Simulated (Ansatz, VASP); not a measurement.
# Cross-check of Re (Rhenium) between VASP and Ansatz, part 2 of 2

Wanted: the spread between two codes on one cell, functional and k mesh. The cell is taken from a series of VASP runs on this material, whose earlier steps may have relaxed, scaled or displaced it; both programs get it as it stands. Valence electrons are named where the data sets of a main pair hold unlike numbers.

VASP 6.6.1 and Ansatz 0.2.0.

So far. Step 3 (Ansatz: single point, r2SCAN): The run ends at a pressure of 0.10 GPa.

## Step 5: VASP: band structure, r2SCAN, spin-orbit coupling

Level of this step: r2SCAN, spin-orbit coupling; plane waves and PAW (Re) (VASP).

A single point gives forces, pressure and levels at one fixed geometry, so differences don't come from the geometry; what else differs is listed under the comparison.

INCAR

```
SYSTEM = Re
PREC = Accurate
ENCUT = 400
EDIFF = 1E-06
NELM = 100
ISMEAR = 1
SIGMA = 0.2
LREAL = .FALSE.
ALGO = Normal
METAGGA = R2SCAN
LASPH = .TRUE.
LNONCOLLINEAR = .TRUE.
MAGMOM = 0 0 0 0 0 0
NBANDS = 26
GGA_COMPAT = .FALSE.
LSORBIT = .TRUE.
LMAXMIX = 4
LORBIT = 11
LWAVE = .FALSE.
LCHARG = .FALSE.
KPAR = 2
```

POSCAR

```
Re
1.0
    2.7586891562      0.0000000000      0.0000000000
   -1.3793445781      2.3890948904      0.0000000000
    0.0000000000      0.0000000000      4.4599403156
Re
2
Direct
    0.3333333333      0.6666666667      0.2500000000
    0.6666666667      0.3333333333      0.7500000000
```

KPOINTS

```
Automatic mesh
0
Gamma
7 7 4
0 0 0
```

KPOINTS_OPT

```
Line mode
16
Line-mode
Reciprocal
  0.00000000   0.00000000   0.00000000 GAMMA
  0.50000000   0.00000000   0.00000000 M

  0.50000000   0.00000000   0.00000000 M
  0.33333333   0.33333333   0.00000000 K

  0.33333333   0.33333333   0.00000000 K
  0.00000000   0.00000000   0.00000000 GAMMA

  0.00000000   0.00000000   0.00000000 GAMMA
  0.00000000   0.00000000   0.50000000 A

  0.00000000   0.00000000   0.50000000 A
  0.50000000   0.00000000   0.50000000 L

  0.50000000   0.00000000   0.50000000 L
  0.33333333   0.33333333   0.50000000 H

  0.33333333   0.33333333   0.50000000 H
  0.00000000   0.00000000   0.50000000 A

  0.50000000   0.00000000   0.50000000 L
  0.50000000   0.00000000   0.00000000 M

  0.33333333   0.33333333   0.00000000 K
  0.33333333   0.33333333   0.50000000 H
```

PAW data sets: Re (PBE family, release 64).

Launch:

```console
mpirun -np 2 vasp_ncl
```

Numbers of over 12 decimals in the logs are rounded to 6 here.

Log:

```text
[banner, memory and clock lines left out]
running    2 mpi-ranks, on    1 nodes
[...]
[... a notice as in an earlier step ...]

 LDA part: xc-table for (None), standard interpolation
 POSCAR, INCAR and KPOINTS ok, starting setup
[...]
entering main loop
       N       E                     dE             d eps       ncg     rms          rms(c)
DAV:   1    -0.224821243589E+02   -0.22482E+02   -0.56153E+03  2436   0.128E+03
DAV:   2    -0.100186823022E+03   -0.77705E+02   -0.67614E+02  2442   0.504E+02
DAV:   3    -0.106466113822E+03   -0.62793E+01   -0.52622E+01  2362   0.210E+02
DAV:   4    -0.106709096931E+03   -0.24298E+00   -0.23433E+00  2176   0.350E+01
[...]
DAV:  12    -0.105548904156E+03   -0.80966E-05   -0.23618E-05  2074   0.847E-02    0.140E-02
DAV:  13    -0.105548905657E+03   -0.15009E-05   -0.31066E-07   950   0.140E-02    0.927E-03
DAV:  14    -0.105548905787E+03   -0.13024E-06   -0.24049E-07   844   0.220E-02
   1 F= -.10554891E+03 E0= -.10554886E+03  d E =-.130897E-03  mag=    -0.0000    -0.0000    -0.0000
 Start KPOINTS_OPT (optional k-point list driver)
k-point batch [1-24\144]
       N       E                     dE             ncg
DAV:   1     0.348962643684E+04   -0.46265E+04     2432
DAV:   2     0.160798300934E+04   -0.18816E+04     2448
DAV:   3     0.144887452700E+04   -0.15911E+03     2400
DAV:   4     0.144290676929E+04   -0.59678E+01     2176
[...]
DAV:   8     0.144271313542E+04   -0.98638E-04     2112
DAV:   9     0.144271312503E+04   -0.10398E-04     1824
DAV:  10     0.144271312412E+04   -0.90625E-06     1360
[...]
k-point batch [121-144\144]
       N       E                     dE             ncg
DAV:   1     0.351178633476E+04   -0.10318E+05     2452
DAV:   2     0.165949972075E+04   -0.18523E+04     2448
DAV:   3     0.150251796745E+04   -0.15698E+03     2420
DAV:   4     0.149728314926E+04   -0.52348E+01     2288
[...]
DAV:   8     0.149708641472E+04   -0.60452E-04     2086
DAV:   9     0.149708640828E+04   -0.64353E-05     1686
DAV:  10     0.149708640792E+04   -0.36196E-06     1238
```

Parts of OUTCAR (step 5):

```text
  Total        0.0607629      0.0607629      0.0416348     -0.0000000     -0.0000000      0.0000000
  in kB        3.3119501      3.3119501      2.2693545     -0.0000000     -0.0000000      0.0000000
  external PRESSURE =       2.9644182 kB  Pullay stress =       0.0000000 kB

 POSITION                                       TOTAL-FORCE (eV/Angst)
 -----------------------------------------------------------------------------------
     -0.00000      1.59273      1.11499         0.000000     -0.000000      0.000000
      1.37934      0.79636      3.34496        -0.000000      0.000000      0.000000
 -----------------------------------------------------------------------------------
    total drift:                                0.000000     -0.000000      0.000000

  FREE ENERGIE OF THE ION-ELECTRON SYSTEM (eV)
  ---------------------------------------------------
  free  energy   TOTEN  =      -105.5489057873 eV

  energy  without entropy=     -105.5487748903  energy(sigma->0) =     -105.54886215

 magnetization (x)
# of ion       s       p       d       tot
------------------------------------------
    1        0.000   0.000   0.000   0.000
    2        0.000   0.000   0.000   0.000
--------------------------------------------------
tot          0.000   0.000   0.000   0.000

 magnetization (y)
# of ion       s       p       d       tot
------------------------------------------
    1        0.000   0.000  -0.000  -0.000
    2        0.000  -0.000  -0.000  -0.000
--------------------------------------------------
tot          0.000   0.000  -0.000  -0.000

 magnetization (z)
# of ion       s       p       d       tot
------------------------------------------
    1        0.000   0.000   0.000   0.000
    2        0.000   0.000   0.000   0.000
--------------------------------------------------
tot          0.000   0.000   0.000   0.000

[... 1 part as in an earlier step ...]

[... 2 further parts left out ...]
[key lines of the parts left out:]
E-fermi :   7.7678
```

The k-mesh is coarse for a metal.

The run ends at a pressure of 0.30 GPa.

## Step 6: Ansatz: band structure, r2SCAN, spin-orbit coupling

The same cell, functional, mesh and smearing now go to Ansatz, which takes its cutoff from its data sets.

The cell is taken from a series of VASP runs on this material, whose earlier steps may have relaxed, scaled or displaced it; both programs get it as it stands.

input.yaml

```yaml
crystal:
  lattice:
    - [2.7586891562, 0.0, 0.0]
    - [-1.3793445781, 2.3890948904, 0.0]
    - [0.0, 0.0, 4.4599403156]
  atoms:
    - { symbol: Re, position: [0.3333333333, 0.6666666667, 0.25] }
    - { symbol: Re, position: [0.6666666667, 0.3333333333, 0.75] }
hamiltonian:
  xc: r2scan
  pseudopotentials: { kind: paw_fr }
magnetization:
  noncollinear: true
  spin_orbit: true
kpoints:
  mp_grid: { grid: [7, 7, 4] }
  band_path:
    path:
      - [0.0, 0.0, 0.0]
      - [0.13333, 0.0, 0.0]
      - [0.3, 0.0, 0.0]
      - [0.46667, 0.0, 0.0]
      - [0.46667, 0.06667, 0.0]
      - [0.41111, 0.17778, 0.0]
      - [0.35556, 0.28889, 0.0]
      - [0.28889, 0.28889, 0.0]
      - [0.17778, 0.17778, 0.0]
      - [0.06667, 0.06667, 0.0]
      - [0.0, 0.0, 0.03333]
      - [0.0, 0.0, 0.2]
      - [0.0, 0.0, 0.36667]
      - [0.0, 0.0, 0.5]
      - [0.16667, 0.0, 0.5]
      - [0.3, 0.0, 0.5]
      - [0.46667, 0.0, 0.5]
      - [0.46667, 0.06667, 0.5]
      - [0.41111, 0.17778, 0.5]
      - [0.35556, 0.28889, 0.5]
      - [0.28889, 0.28889, 0.5]
      - [0.17778, 0.17778, 0.5]
      - [0.06667, 0.06667, 0.5]
      - [0.5, 0.0, 0.46667]
      - [0.5, 0.0, 0.3]
      - [0.5, 0.0, 0.13333]
      - [0.33333, 0.33333, 0.0]
      - [0.33333, 0.33333, 0.16667]
      - [0.33333, 0.33333, 0.33333]
      - [0.33333, 0.33333, 0.5]
    npoints: 1
scf:
  occupations: { method: methfessel_paxton, width: 0.2 }
  n_extra_bands: 14
output:
  forces: true
  stress: true
  eigenvalues: true
```

Launch:

```console
ansatz run input.yaml --threads 2 --pin off --max-ram 4608MiB --backend cpu --events-out ev --progress --plain --runs-dir out
```

Log:

```text
[...]
non-collinear run that drives no moment, with spin-orbit: no starting moment large enough to seed its density (crystal.atoms[].spin), no starting occupations that ask for one, no magnetisation constraint and no magnetic field, so the semilocal B_xc is pinned to zero
Crystal: 2 atoms, lattice volume = 29.394 Å³
[...]
k-point 1: bands = [... 26 lower, 22.3533, 22.3533, 22.5760, 22.5760, 23.0895, 23.0895, 24.9816, 24.9816, ... 10 higher]
  k-point 2: bands = [... 26 lower, 21.8237, 21.8237, 22.4203, 22.4203, 22.4203, 22.4203, 26.5080, 26.5080, ... 10 higher]
  k-point 23: bands = [... 26 lower, 21.4826, 21.4826, 23.6291, 23.6291, 24.0982, 24.0982, 27.7001, 27.7001, ... 10 higher]
[key lines of the parts left out:]
SCF converged after 7 iterations
Magnetization: |M| = 0.0000 μB,  M = (+0.0000, +0.0000, +0.0000) μB
Free energy (F): -21712.755930 eV
Fermi energy:    23.920947 eV
P = ⅓ Tr σ = -0.0809 GPa (-0.809 kbar)
```

It took 22 s on 2 threads of Arm Neoverse N1, shared host; peak memory 0.48 GiB.

## Step 7: Differences

What differs besides the data sets and the points named for the pairs above, as far as they apply: spin-orbit coupling enters by fully relativistic files in Ansatz and inside the spheres in VASP; the data sets hold 30 valence electrons in Ansatz (on its fully relativistic PAW (standard-fr) files) and 14 in VASP. Total energies have different zeros and are not compared.

Both answers:

```csv
quantity,Ansatz,VASP,difference
pressure (GPa),-0.08,0.30,-0.38
```

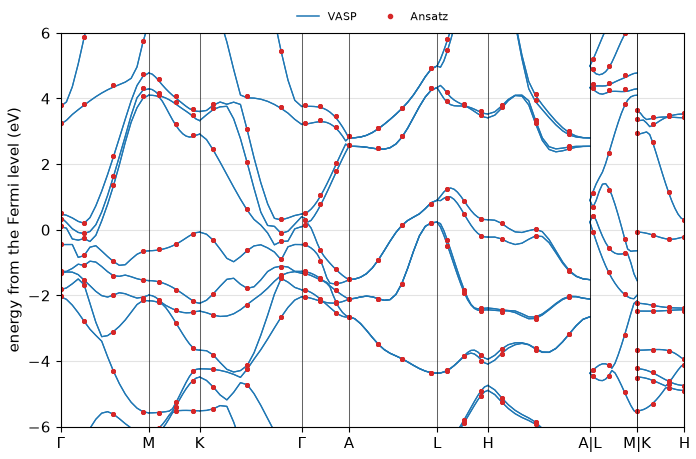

Bands from VASP (lines) and levels from Ansatz (dots). Dots without a line are higher empty bands that the VASP plot leaves out.

Levels from 3 eV below to 2 eV above the Fermi level differ by 17 meV r.m.s. and 62 meV at most; each VASP level is matched to the nearest of Ansatz, which flatters the figure a little.

## Step 8: What came out

- difference in pressure (single point, r2SCAN): -0.071 GPa
- r.m.s. difference of levels near the Fermi level (band structure, r2SCAN, spin-orbit coupling): 17 meV

**Reading.** The r.m.s. difference of levels near the Fermi level is 17 meV (band structure, r2SCAN, spin-orbit coupling), within the 80 meV picked in this series as the mark of a large difference. The data sets hold unlike numbers of valence electrons (30 in Ansatz and 14 in VASP), so part of the differences comes from the potentials. Such differences can come from data sets, numerical settings and the points named under the comparisons, not from the functional's error against experiment.

[Lines on the potential files, build, host, timing and source positions are cut from VASP's logs without a mark.]

[Logs are printed without paths, hosts, clocks, repeated set-up lines and the standing remarks that a program may print on its own settings, such as how far it seeks lower states.]

[Hosts, paths, dates, database ids (printed as entryN), source tags and the programs' standing remarks are cut or masked in the printed files.]
